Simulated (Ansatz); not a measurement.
**Structural relaxation of a frame of liquid (K,Li)2CO3 from 1000 K (114 atoms)**

Aim: bring a frame of liquid (K,Li)2CO3 from 1000 K (114 atoms) to a nearby minimum of the energy and see what moves.

Calculated with Ansatz 0.2.0; Kohn-Sham DFT, PBE, PAW (set soft_2), plane waves.

## Step 1: The starting structure

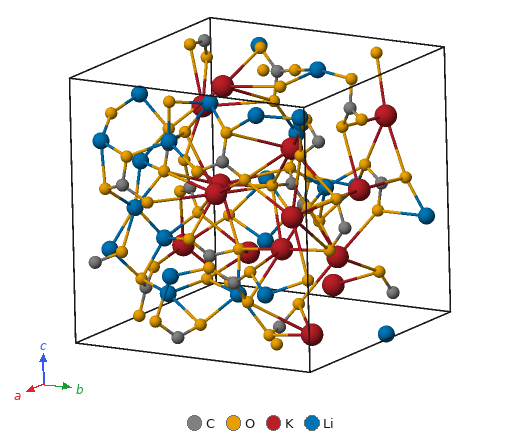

The cell as given, slightly off an axis (carbon grey, oxygen orange, potassium red, lithium blue). Bonds to atoms that aren't drawn are left out. Some periodic images of atoms are drawn too.

The cell holds 114 atoms: 19 C, 57 O, 14 K and 24 Li. Cell: a = 11.746 Å, b = 11.746 Å, c = 11.746 Å, α = 90.0°, β = 90.0°, γ = 90.0°. 14 K+, 24 Li+, 19 CO3 2- placed at random, at 1.9 g/cm³; overlaps pushed apart, then 10 ps at 1400 K with harmonic planar carbonate ions with charges +1 on C and -1 on O; Joung-Cheatham ions (J. Phys. Chem. B 112, 9020 (2008)); charges of ions scaled by 0.8. Snapshot after 20 ps at 1000 K and fixed volume. The density is a measured one.

Before any run, some limits are plain. The starting topology of bonds comes from the classical model. Only the Γ point is sampled, in a cell whose shortest periodic width is 12 Å.

## Step 2: Single point at the start

The forces at the start show how far the geometry lies from a minimum of this functional.

File input.yaml:

```yaml
crystal:
  lattice:
    - [11.7456, 0.0, 0.0]
    - [0.0, 11.7456, 0.0]
    - [0.0, 0.0, 11.7456]
  atoms:
    - { symbol: C, position: [0.3633, 0.1179, 0.45497] }
    - { symbol: O, position: [0.29484, 0.03402, 0.415] }
    - { symbol: O, position: [0.40287, 0.12035, 0.56771] }
    - { symbol: O, position: [0.41166, 0.18058, 0.37875] }
    - { symbol: C, position: [0.89035, 0.57996, 0.72313] }
    - { symbol: O, position: [0.85636, 0.57921, 0.82511] }
    - { symbol: O, position: [0.85616, 0.65283, 0.65552] }
    - { symbol: O, position: [0.96551, 0.51657, 0.69556] }
    - { symbol: C, position: [0.03678, 0.77847, 0.0564] }
    - { symbol: O, position: [0.09845, 0.75915, 0.1472] }
    - { symbol: O, position: [0.9356, 0.82168, 0.07154] }
    - { symbol: O, position: [0.05096, 0.73998, 0.96079] }
    - { symbol: C, position: [0.13852, 0.80104, 0.4958] }
    - { symbol: O, position: [0.14044, 0.78504, 0.39087] }
    - { symbol: O, position: [0.1272, 0.89892, 0.52535] }
    - { symbol: O, position: [0.10772, 0.71394, 0.54823] }
    - { symbol: C, position: [0.15667, 0.06878, 0.95651] }
    - { symbol: O, position: [0.1145, 0.12912, 0.03912] }
    - { symbol: O, position: [0.09242, 0.03836, 0.87608] }
    - { symbol: O, position: [0.25945, 0.069, 0.96578] }
    - { symbol: C, position: [0.96463, 0.07016, 0.30421] }
    - { symbol: O, position: [0.90523, 0.14947, 0.33851] }
    - { symbol: O, position: [0.06397, 0.10048, 0.27962] }
    - { symbol: O, position: [0.93573, 0.96132, 0.32855] }
    - { symbol: C, position: [0.85025, 0.59352, 0.25826] }
    - { symbol: O, position: [0.87154, 0.50119, 0.31008] }
    - { symbol: O, position: [0.88504, 0.68389, 0.31784] }
    - { symbol: O, position: [0.78735, 0.61203, 0.17341] }
    - { symbol: C, position: [0.98445, 0.20653, 0.6155] }
    - { symbol: O, position: [0.95592, 0.29429, 0.55305] }
    - { symbol: O, position: [0.97523, 0.22196, 0.72274] }
    - { symbol: O, position: [0.94925, 0.11119, 0.58274] }
    - { symbol: C, position: [0.64902, 0.95055, 0.45931] }
    - { symbol: O, position: [0.64955, 0.05536, 0.44237] }
    - { symbol: O, position: [0.63454, 0.9092, 0.56085] }
    - { symbol: O, position: [0.6604, 0.88926, 0.36956] }
    - { symbol: C, position: [0.5615, 0.03984, 0.11462] }
    - { symbol: O, position: [0.64258, 0.07073, 0.16877] }
    - { symbol: O, position: [0.47429, 0.02227, 0.16973] }
    - { symbol: O, position: [0.57858, 0.01917, 0.00874] }
    - { symbol: C, position: [0.79749, 0.93652, 0.817] }
    - { symbol: O, position: [0.76223, 0.86431, 0.88441] }
    - { symbol: O, position: [0.89903, 0.91974, 0.78607] }
    - { symbol: O, position: [0.77706, 0.03924, 0.82054] }
    - { symbol: C, position: [0.42415, 0.59142, 0.53572] }
    - { symbol: O, position: [0.34136, 0.53416, 0.56968] }
    - { symbol: O, position: [0.53718, 0.57521, 0.55237] }
    - { symbol: O, position: [0.39922, 0.64363, 0.44371] }
    - { symbol: C, position: [0.39255, 0.82927, 0.83952] }
    - { symbol: O, position: [0.36366, 0.8203, 0.94259] }
    - { symbol: O, position: [0.44834, 0.91127, 0.81826] }
    - { symbol: O, position: [0.34686, 0.76614, 0.75192] }
    - { symbol: C, position: [0.12472, 0.45783, 0.37461] }
    - { symbol: O, position: [0.15706, 0.54227, 0.32816] }
    - { symbol: O, position: [0.07697, 0.37234, 0.32194] }
    - { symbol: O, position: [0.09713, 0.46967, 0.47444] }
    - { symbol: C, position: [0.59405, 0.33582, 0.27375] }
    - { symbol: O, position: [0.55767, 0.44023, 0.30205] }
    - { symbol: O, position: [0.63948, 0.27729, 0.34001] }
    - { symbol: O, position: [0.56362, 0.30386, 0.17621] }
    - { symbol: C, position: [0.87155, 0.35966, 0.03116] }
    - { symbol: O, position: [0.90903, 0.36917, 0.93091] }
    - { symbol: O, position: [0.76769, 0.39555, 0.05983] }
    - { symbol: O, position: [0.93977, 0.30764, 0.10134] }
    - { symbol: C, position: [0.19954, 0.40368, 0.88761] }
    - { symbol: O, position: [0.22583, 0.49592, 0.90822] }
    - { symbol: O, position: [0.18822, 0.32815, 0.96515] }
    - { symbol: O, position: [0.20414, 0.38932, 0.77505] }
    - { symbol: C, position: [0.68972, 0.22784, 0.70302] }
    - { symbol: O, position: [0.71706, 0.31748, 0.76716] }
    - { symbol: O, position: [0.59733, 0.17495, 0.73617] }
    - { symbol: O, position: [0.70989, 0.21922, 0.60649] }
    - { symbol: C, position: [0.49661, 0.56825, 0.00891] }
    - { symbol: O, position: [0.59891, 0.58658, 0.00295] }
    - { symbol: O, position: [0.46312, 0.57488, 0.90883] }
    - { symbol: O, position: [0.43471, 0.61552, 0.08644] }
    - { symbol: K, position: [0.24331, 0.01162, 0.19822] }
    - { symbol: K, position: [0.50361, 0.33283, 0.52036] }
    [... 30 atom lines left out ...]
    - { symbol: Li, position: [0.07842, 0.40776, 0.62652] }
    - { symbol: Li, position: [0.07243, 0.2591, 0.20173] }
    - { symbol: Li, position: [0.80922, 0.15171, 0.48435] }
    - { symbol: Li, position: [0.13054, 0.9861, 0.39017] }
    - { symbol: Li, position: [0.05741, 0.24212, 0.93521] }
    - { symbol: Li, position: [0.64474, 0.48531, 0.1569] }
kpoints:
  mp_grid: { grid: [1, 1, 1] }
hamiltonian:
  xc: pbe
scf:
  occupations: { method: fermi_dirac, width: 0.025 }
output:
  forces: true
  stress: true
  populations: true
  dos:
    method: { smearing: { sigma: 0.08 } }
    de: 0.1
    projected: { site_lists: { C: [C], K: [K], Li: [Li], O: [O] } }
  eigenvalues: true
```

On the command line:

```bash
> ansatz run input.yaml --threads 4 --pin off --max-ram 8192MiB --backend cpu --events-out ev --progress --plain --runs-dir out
```

Numbers of over 12 decimals in the logs are rounded to 6 here.

The log of the run:

```text
Engine: ansatz 0.2.0, x86_64-unknown-linux-gnu
Pseudopotentials: kind: paw
Pseudopotential: C, paw, valence charge 4, recommended cutoff 420 eV (normal), C.paw.azcp
Pseudopotential: O, paw, valence charge 6, recommended cutoff 420 eV (normal), O.paw.azcp
Pseudopotential: K, paw, valence charge 9, recommended cutoff 420 eV (normal), K.paw.azcp
Pseudopotential: Li, paw, valence charge 3, recommended cutoff 420 eV (normal), Li.paw.azcp
[... 5 lines on functional and potentials left out ...]
Crystal: 114 atoms, lattice volume = 1620.413 Å³
Basis set: ecut = 420 eV, 31559 PW (Γ), exchange–correlation on 160×160×160 points (8 copies of the dense FFT grid, shifted against one another)
Bands: 422, of which v1, the nominal top of the filled ones, is band 308 counted from 1 (307 counted from 0)
Symmetry: 1 space group operations
Space group: P1 (ITA 1), of the structure as read, at distance tolerance 1.2e-4 Å
k-points: 1
[... 9 lines on functional and potentials left out ...]
Initial density: superposition of atomic densities (neutral atoms: chi_scale 0, normalization atom), corrected by the library's trained network
Initial wavefunctions: pseudopotential atomic-orbital guess
Functional: x = pbe(κ = 0.804, μ = 0.219515), c = pbe(β = 0.066725)
SCF iter   1: F=—  HF=-63593.642158 eV  |F-HF|=—  |Δ(HF+E_count)|=         —  Δρ=3.06e-3  dr2=3.04e-1  ethr=1.77e-3  ⟨swp⟩=6.0  Hψ=1819  notcnv=0  defer=56
preconditioner: auto → Resta (q_TF=auto, 2.322 Å⁻¹)  ε∞=2.9  [insulator: Δε(μ)=2.383 eV  Ē_g=15.532 eV  σ=0.025 eV  W_gap=1.00  n_scr=340 (ndim 8)  ℏωp=21.4 eV  f_vac=0.195  D(μ)=0.00/eV (n_scr^D=0)  ε∞_Penn≈2.9]
SCF iter   2: F=—  HF=-63593.586915 eV  |F-HF|=—  |Δ(HF+E_count)|=   5.52e-2  Δρ=1.55e-3  dr2=7.74e-2  ethr=4.93e-5  ⟨swp⟩=2.0  Hψ=750  notcnv=0  defer=108
SCF iter   3: F=—  HF=-63593.583455 eV  |F-HF|=—  |Δ(HF+E_count)|=   3.46e-3  Δρ=8.48e-4  dr2=2.60e-2  ethr=1.26e-5  ⟨swp⟩=4.0  Hψ=581  notcnv=0  defer=108
SCF iter   4: F=—  HF=-63593.579584 eV  |F-HF|=—  |Δ(HF+E_count)|=   3.87e-3  Δρ=4.21e-4  dr2=3.72e-3  ethr=4.21e-6  ⟨swp⟩=4.0  Hψ=578  notcnv=0  defer=108
SCF iter   5: F=—  HF=-63593.579368 eV  |F-HF|=—  |Δ(HF+E_count)|=   2.15e-4  Δρ=2.17e-4  dr2=6.96e-4  ethr=6.04e-7  ⟨swp⟩=2.0  Hψ=746  notcnv=0  defer=109
SCF iter   6: F=—  HF=-63593.579421 eV  |F-HF|=—  |Δ(HF+E_count)|=   5.27e-5  Δρ=7.16e-5  dr2=7.62e-5  ethr=1.13e-7  ⟨swp⟩=2.0  Hψ=571  notcnv=0  defer=109
SCF iter   7: F=—  HF=-63593.579387 eV  |F-HF|=—  |Δ(HF+E_count)|=   3.43e-5  Δρ=3.00e-5  dr2=1.36e-5  ethr=1.24e-8  ⟨swp⟩=2.0  Hψ=618  notcnv=0  defer=109
SCF iter   8: F=—  HF=-63593.579389 eV  |F-HF|=—  |Δ(HF+E_count)|=   2.42e-6  Δρ=1.23e-5  dr2=2.42e-6  ethr=2.21e-9  ⟨swp⟩=2.0  Hψ=572  notcnv=0  defer=109
SCF iter   9: F=—  HF=-63593.579390 eV  |F-HF|=—  |Δ(HF+E_count)|=   1.36e-6  Δρ=4.40e-6  dr2=3.37e-7  ethr=3.93e-10  ⟨swp⟩=2.0  Hψ=568  notcnv=0  defer=109
SCF iter  10: F=-63593.579391 eV  HF=-63593.579391 eV  |F-HF|=2.57e-8  |Δ(HF+E_count)|=   2.25e-7  Δρ=2.57e-6  dr2=9.90e-8  ethr=1.62e-11  ⟨swp⟩=15.0  Hψ=2478  notcnv=0
SCF 1 converged in 10 iterations: F = -63593.579391 eV  dr2 = 9.90e-8
  greatest PAW one-centre occupation: 1.000 electrons in one spin orbital (limit 2), on the Li atom at site 93 (counted from 0), in its partial waves of l = 0
SCF converged after 10 iterations
Free energy (F): -63593.579391 eV
Harris-Foulkes:  -63593.579391 eV  (|F-HF|=2.57e-8)
Internal energy: -63593.579391 eV  (E = F + TS)
E sigma→0 (E₀):  -63593.579391 eV
Fermi energy:    4.443801 eV
--- Per-component energies (eV) ---
  E_band       = -6069.914872
  E_kinetic    = 15932.213249
  E_local      = -47305.131775  (includes V_loc(G=0)·N_el)
  E_nonlocal   = 2664.871220
  E_hartree    = 17352.593680
  E_xc         = -7282.816411
  E_vxc        = -9153.030895  (∫ρ·V_xc dr)
  E_paw        = -22381.542310  (= ΣΔE_a)
  E_vpaw       = -2914.157423  (= ΣTr[D̂ρ^β])
  E_aug_tail   = 0.143060  (compensation charges beyond the density's cutoff)
  E_ewald      = -22573.910102
  E_smearing   = -0.000000  (= −TS)
  E_closure    = 0.000000  (closes the sum)
  Σ components = -63593.579391   (vs F -63593.579391, Δ=0.00e0)
--- Forces (eV/Å), atoms counted from 1 ---
  atom   1  C      1.07128553    -2.61197947     0.36157049
  atom   2  O      0.80735729     1.99417723     1.75570710
  atom   3  O     -1.51318610    -0.11047822    -3.54317919
  atom   4  O     -0.42337813     0.81724671     0.63370740
  atom   5  C     -0.37973999     1.94219750     0.82468597
  atom   6  O     -2.53313589     0.13914365     4.13346382
  atom   7  O     -2.66858923     3.32150413    -3.08040777
  atom   8  O      4.59446386    -5.64226558    -1.83051420
  atom   9  C     -2.17027482     0.06468157     3.96258953
  atom  10  O      0.60305825     0.42474361    -0.84726101
  atom  11  O     -0.85980210     2.04202922     0.55745638
  atom  12  O      2.35022113    -2.03818783    -4.38967047
  atom  13  C     -3.10456586    -1.39462869    -2.54228621
  atom  14  O      2.07030229    -0.28377519    -5.98690322
[...]
atom 113  Li    -0.20996687    -0.00451510     0.27465952
  atom 114  Li     0.31997826     0.48082664    -0.77993676
  max |Σ_I F_I| component: 9.80e-5 eV/Å
--- Stress (GPa, compression-positive) ---
        4.465935      -0.197755      -1.994470
       -0.197753       6.810439       0.095038
       -1.994469       0.095038       7.790553
  P = ⅓ Tr σ = 6.3556 GPa (63.556 kbar)
--- Band table (eV) ---
  k-point 0: bands = ["-43.4836", "-42.8952", "-42.7777", "-42.6530", [... 406 levels ...], "11.4530", "11.4891", "11.4921", "11.5622", "11.6225", "11.6753", "11.7010", "11.7271", "11.7837", "11.8346", "11.8608", "11.8858"]
--- Löwdin populations: 114 sites ---
  site symbol       q [e]
     0      C      3.3709
     1      O      6.6710
     2      O      6.6979
[...]
113     Li      2.2437
  spilling = 0.009398 (of n_electrons = 616.000000)
```

Run time: 33 s. Hardware: 4 threads of AMD EPYC 7R43, shared host; peak memory 2.2 GiB.

The run gave:

| Quantity | Value |
| --- | --- |
| free energy | -63593.5794 eV |
| free energy per atom | -557.8384 eV/atom |
| SCF cycles | 10 |
| pressure | 6.356 GPa |
| r.m.s. force component | 2.487 eV/Å |
| longest force | 12.87 eV/Å |
| Fermi energy | 4.444 eV |
| gap (highest filled to lowest empty level) | 1.778 eV |
| spilling of the projection | 0.009398 |

The r.m.s. force component of 2.5 eV/Å and the pressure of 6.4 GPa set the starting point.

Length of the force by element:

```tsv
element	coordination	atoms	mean length of the force (eV/Å)	spread	least	most
C	all	19	4.95	2.10	1.36	9.97
K	all	14	0.551	0.236	0.288	0.907
Li	all	24	0.655	0.351	0.187	1.88
O	all	57	4.43	2.75	0.502	12.9
```

(Part 1 of 3 ends here.)

[Logs are printed without paths, hosts, clocks, repeated set-up lines and the standing remarks that a program may print on its own settings, such as how far it seeks lower states.]

[Hosts, paths, dates, database ids (printed as entryN), source tags and the programs' standing remarks are cut or masked in the printed files.]
